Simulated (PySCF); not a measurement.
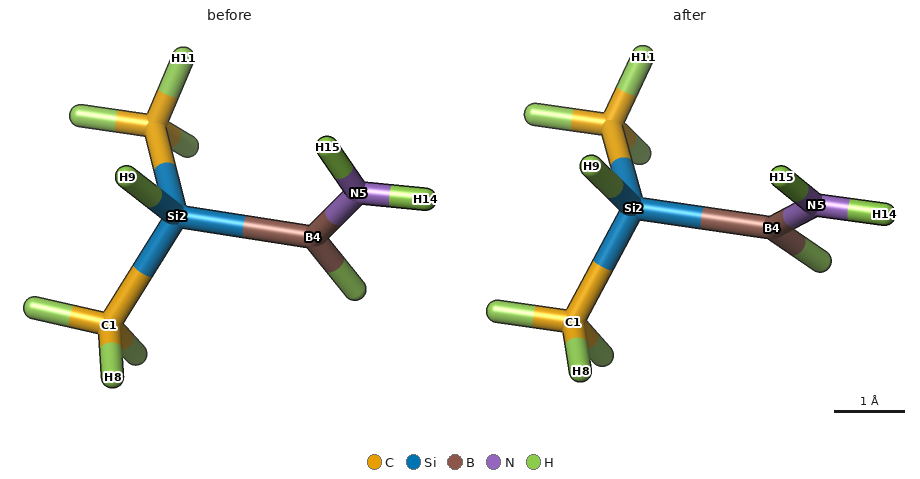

The structure of C2H10BNSi before (left) and after (right) a relaxation, at one scale.

A stick model, seen at a tilt.

The start comes from GFN2-xTB. Its atoms were then displaced at random by about 0.01 Å.

Computed with PBE0-D3(BJ)/def2-SVP geometry optimisation, gas phase (PySCF). 

Describe what moved and what it gained.

Answer. Over 9 geometry steps the energy falls by 19.7 kJ/mol. The largest move after the best rigid fit is that of an H atom, 0.51 Å. By element the largest moves are H 0.51 Å, N 0.22 Å, B 0.16 Å, Si 0.14 Å, C 0.12 Å. Among the contacts that change: C–H 1.054 → 1.101 Å, B–N 1.347 → 1.390 Å, B–H 1.179 → 1.216 Å, C–Si 1.923 → 1.892 Å. Bond angles that change, for instance: B–Si–H 114.1° → 109.9°, C–Si–H 104.1° → 107.9°, C–Si–B 114.3° → 110.8°. Groups turn about B–Si by about 20°. Cost: 58 s on 1 thread of Arm Neoverse V1 (shared host).
